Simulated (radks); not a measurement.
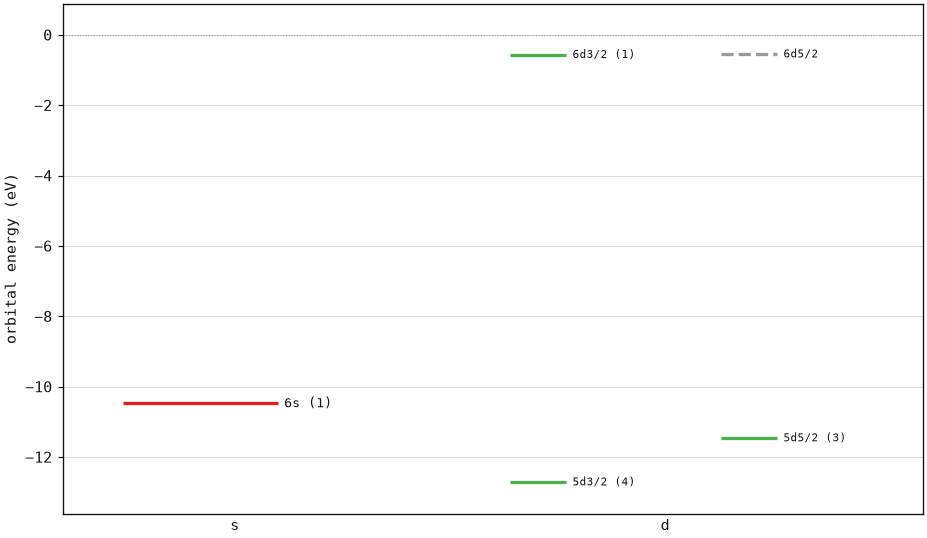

**Figure 1.** The outer levels are drawn by angular momentum (occupations in brackets, the lower j at the left of each column, empty levels dashed). The highest occupied level is 6d3/2 at −0.568 eV. From the top down the occupied levels run 6d3/2 (−0.568 eV), 6s (−10.5 eV), 5d5/2 (−11.5 eV), 5d3/2 (−12.7 eV). The lowest empty level drawn is 6d5/2 at −0.553 eV. Spin-orbit splittings: 6d 0.0157 eV, 5d 1.25 eV.

# Ir: atomic calculation

System: the neutral iridium atom in the configuration [Xe] 4f14 5d7 6s1 6d1 (5d3/2: 4, 5d5/2: 3, 6d3/2: 1).
Method: Dirac Kohn-Sham, BLYP, spin-unpolarised, spherical densities, finite nucleus (the in-house radial solver radks).

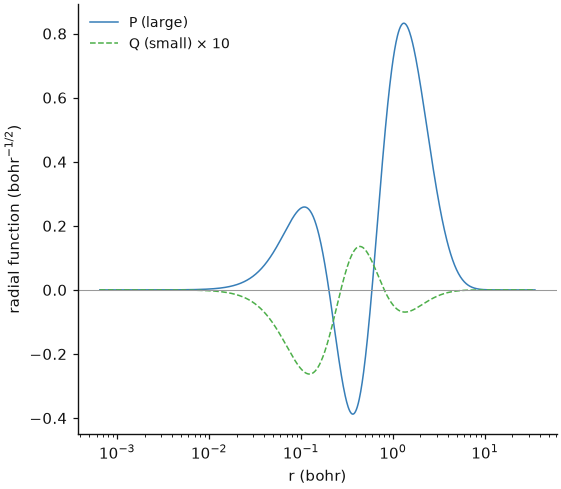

**Figure 2.** The large and small radial components of the 5d5/2 spinor. The spinor has κ = −3: the large component has l = 2 and 2 radial nodes (r = 0.202 and 0.593 bohr), the small one has l = 3. The small component carries 0.018 % of the norm; ⟨r⟩ = 1.71 bohr and the eigenvalue is −11.5 eV.

These pictures come from the run below.

### The input
```
Z 77
configuration [Xe] 4f14 5d7 6s1 6d1
relativity Dirac
functional b88,lyp
spin unpolarised
j_filling energy
nucleus finite rms 5.4032 fm
c 137.035999084
```

Energies in input and log are in hartree, lengths in bohr (the nuclear radius in fm).

### Output
```
1s1/2   1   2.0000       -2792.77478551
2s1/2   1   2.0000        -488.36378457
2p1/2   1   2.0000        -467.97699039
2p3/2   1   4.0000        -408.15031599
3s1/2   1   2.0000        -114.34190083
3p1/2   1   2.0000        -105.17452215
3p3/2   1   4.0000         -92.07603225
3d3/2   1   4.0000         -76.71106711
3d5/2   1   6.0000         -73.88003979
4s1/2   1   2.0000         -24.51873941
4p1/2   1   2.0000         -20.64547012
4p3/2   1   4.0000         -17.54595769
4d3/2   1   4.0000         -11.18372480
4d5/2   1   6.0000         -10.60842621
4f5/2   1   6.0000          -2.51681035
4f7/2   1   8.0000          -2.40217467
5s1/2   1   2.0000          -3.76922804
5p1/2   1   2.0000          -2.55216521
5p3/2   1   4.0000          -2.05242459
5d3/2   1   4.0000          -0.46740544
5d5/2   1   3.0000          -0.42132325
6s1/2   1   1.0000          -0.38487779
6d3/2   1   1.0000          -0.02088353
6d5/2   1   0.0000          -0.02030707
Etot -17855.297037454224
Ekin 20336.50364789403
Encl -44788.325102070536
Eh 6946.2180808361745
Exc -349.69366411389433
err 1.4264500469041585e-08
it 17
```

### Results in brief

```tsv
quantity	value
outcome	converged
total energy	−17855.2970 hartree
kinetic energy	20336.5036 hartree
electron–nucleus energy	−44788.3251 hartree
Hartree energy	6946.2181 hartree
exchange–correlation energy	−349.693664 hartree
radius at density 0.001 e/bohr³	4.21 bohr
SCF iterations	17
hardware	1 CPU thread, shared host
```

### Notes

This is an excited configuration.
